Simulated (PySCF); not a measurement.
Vertical excitations of a molecule CH10O2Si3 from TDA-PBE0/def2-SVPD in PySCF, as energy in eV (oscillator strength): 6.19 (0.042), 6.57 (0.013), 6.71 (0.025), 6.88 (0.053), 6.93 (0.116), 7.01 (0.109). Lowest triplet (TDA): 5.54 eV. Coordinates come from a B3LYP-D3(BJ)/def2-SVP optimisation. The values are those of a single conformer.

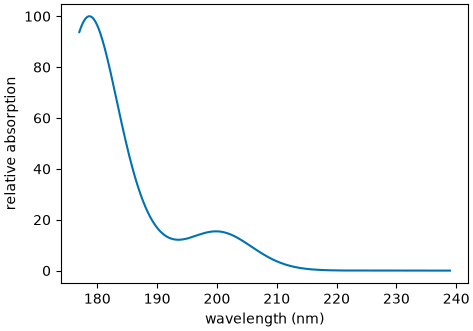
Figure. The lines broadened by 0.4 eV.

Question: Which structure fits?
A. [SiH3]OC[SiH2]O[SiH3]
B. C[SiH]([SiH2]O)[SiH2]O
C. OC[Si@H](O)[SiH2][SiH3]
D. O[SiH2]O[SiH2]C[SiH3]

Answer: C, OC[Si@H](O)[SiH2][SiH3]
